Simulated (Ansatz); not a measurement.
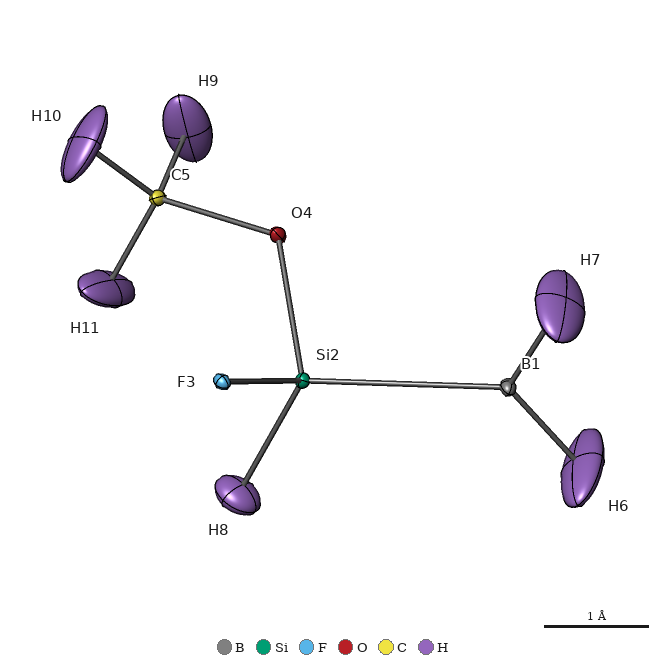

Displacement ellipsoids at the 50 % level, from the internal vibrations of the free molecule (harmonic, no overall translation or rotation; no half-axis is drawn under 0.075 Å). Vibrations computed with RKS PBE0-D4/def2-TZVP (Ansatz 0.2.0). Temperature: 0 K (zero-point motion alone).

### Which atom has the largest mean-square displacement?

H6, with U_eq = 0.0583 Å².

### Does H6 move more along its bond or across it?

Across it: the root-mean-square amplitude is 0.090 Å along the bond and up to 0.376 Å across, since bending and torsion are softer than stretching.

Give the displacement parameters, one line for each set of equivalent atoms.

| atom | U_eq (Å²) | rms amplitudes (Å) |
| --- | --- | --- |
| B1 | 0.0032 | 0.042, 0.050, 0.072 |
| Si2 | 0.0010 | 0.029, 0.032, 0.035 |
| F3 | 0.0020 | 0.026, 0.040, 0.060 |
| O4 | 0.0027 | 0.037, 0.045, 0.069 |
| C5 | 0.0031 | 0.040, 0.048, 0.073 |
| H6 | 0.0583 | 0.090, 0.158, 0.376 |
| H7 | 0.0456 | 0.087, 0.168, 0.318 |
| H8 | 0.0182 | 0.091, 0.143, 0.160 |
| H9 | 0.0339 | 0.089, 0.146, 0.269 |
| H10 | 0.0362 | 0.086, 0.168, 0.270 |
| H11 | 0.0337 | 0.081, 0.143, 0.272 |
